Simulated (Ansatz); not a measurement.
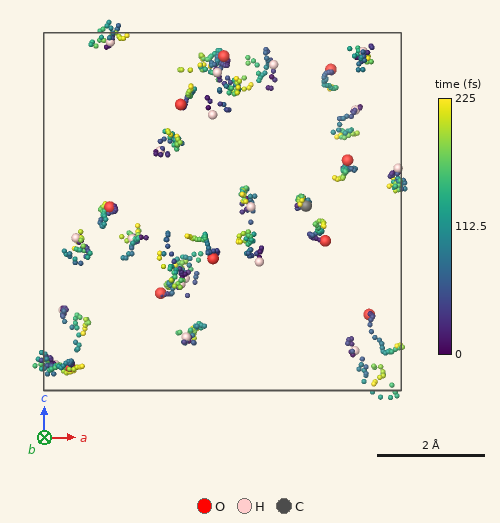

Molecular dynamics of a periodic cell with 8 H2O + 1 HCOOH at 1.042 g/cm³, 225 fs long. Dots mark each atom's position at evenly spaced times, coloured by time; spheres stand at the starting positions. Seen along the b axis in the simulation cell.

These are results of DFT PBE-D3(BJ), scalar-relativistic, plane waves, PAW in Ansatz, not measurements. Run with plane-wave cutoff 420 eV; k-point mesh 1 × 1 × 1; Fermi-Dirac smearing 0.02 eV; low-accuracy preset; Langevin thermostat (NVT); set temperature 350 K; time step 0.75 fs; friction 0.02 per fs.

### Describe the motion.

In the second half of the run the atoms are, in the root-mean-square, this far from where they began (common drift taken out): H 0.57 Å, O 0.50 Å, C 0.34 Å. The heavy atoms stay within a fraction of a molecule's size of their starting places; so short a run doesn't tell a liquid from a solid.

Limits of the set-up: the program's low-accuracy preset was used; the periodic images lie only 6.7 Å apart, so the values are limited by the cell's size.
